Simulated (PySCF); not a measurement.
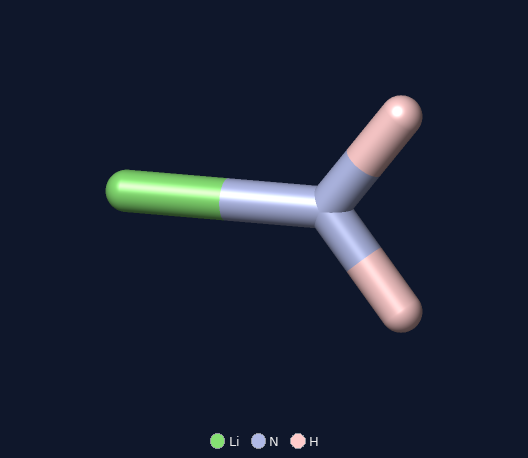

Rendered structure (stick style).

The geometry was computed by an optimisation with PBE0-D3(BJ)/def2-SVP. No frequency run is at hand to confirm it as a minimum.

What is the molecular formula?

Answer. H2LiN, 4 atoms: 2 hydrogen, 1 lithium and 1 nitrogen.

How many sets of symmetry-equivalent atoms are there?

Answer. 3: 1 Li, 1 N, 2 H.

The parts below concern this one geometry. Atoms keep their numbers from picture to picture.

## Dipole moment

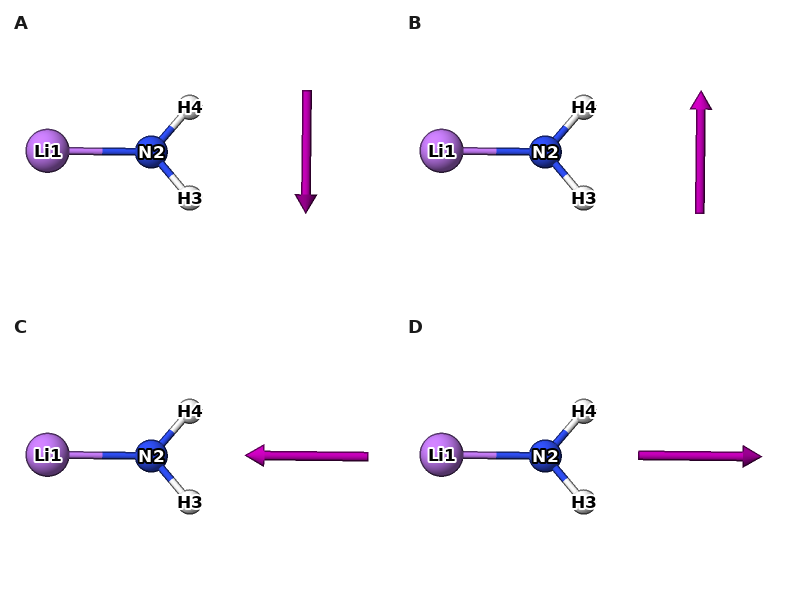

The same molecule four times, each with an arrow. No frequency run is at hand to confirm it as a minimum. Method: B3LYP/pcJ-1, gas phase (PySCF 2.14.0).

Which arrow points along the dipole moment, from the negative to the positive end?

Answer. C. The dipole moment is 4.19 D; it points from the side of H3, H4 to the side of Li1 (the outermost atoms at the two ends).

## Spin–spin coupling

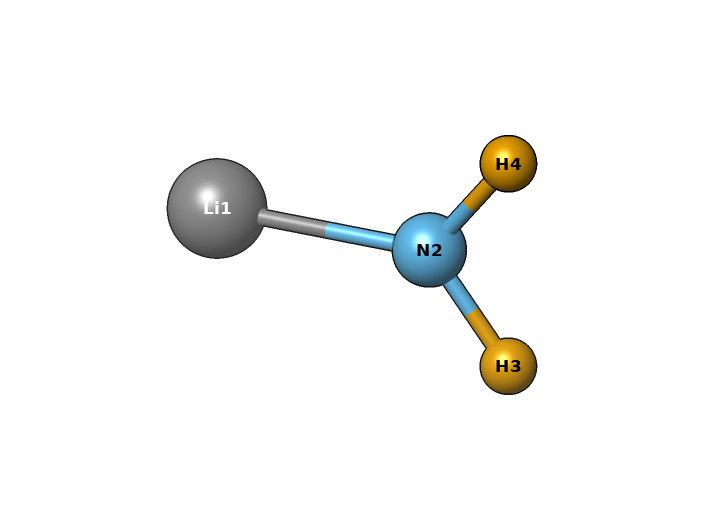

No frequency run is at hand to confirm it as a minimum. Method: B3LYP/pcJ-1 indirect spin-spin coupling, non-relativistic, gas phase (PySCF 2.14.0). Isotopes: 1H, 7Li, 15N.

Give the spin–spin coupling constants of these pairs, with the number of bonds between them: Li1/N2, N2/H4, N2/H3, Li1/H4, Li1/H3, H3/H4.

```json
{"pair": "Li1, N2", "bonds apart": "1", "J (Hz)": "−51.5"}
{"pair": "N2, H4", "bonds apart": "1", "J (Hz)": "−58.4"}
{"pair": "N2, H3", "bonds apart": "1", "J (Hz)": "−58.4"}
{"pair": "Li1, H4", "bonds apart": "2", "J (Hz)": "5.8"}
{"pair": "Li1, H3", "bonds apart": "2", "J (Hz)": "5.8"}
{"pair": "H3, H4", "bonds apart": "2", "J (Hz)": "−12.2"}
```

## Levels of theory compared

No frequency run is at hand to confirm it as a minimum. Program: PySCF 2.14.0.

Compare HOMO–LUMO gap (eV) at these levels: B3LYP/pcJ-1; CAM-B3LYP/pcSseg-2; PBE0/pcSseg-1; ωB97X-D/def2-SVPD.

| level | HOMO–LUMO gap (eV) |
| --- | --- |
| B3LYP/pcJ-1 | 3.07 |
| CAM-B3LYP/pcSseg-2 | 5.59 |
| PBE0/pcSseg-1 | 3.63 |
| ωB97X-D/def2-SVPD | 6.70 |

## Bond orders

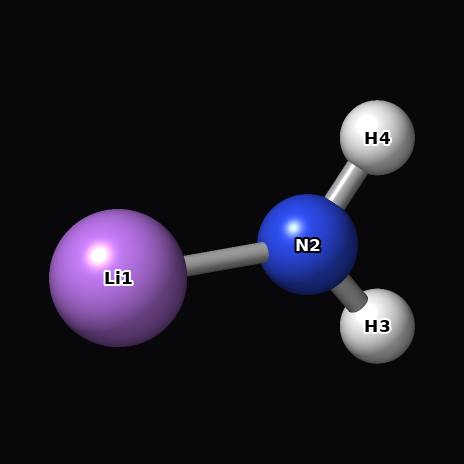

The thickness of each stick grows with its Mayer bond order. No frequency run is at hand to confirm it as a minimum. Method: PBE0/pcSseg-1 (PySCF 2.14.0).

List the Mayer bond orders of Li1–N2, N2–H3 (one bond of each equivalent set).

```csv
bond,Mayer order,length (Å)
Li1–N2,0.79,1.713
N2–H3,0.95,1.021
```
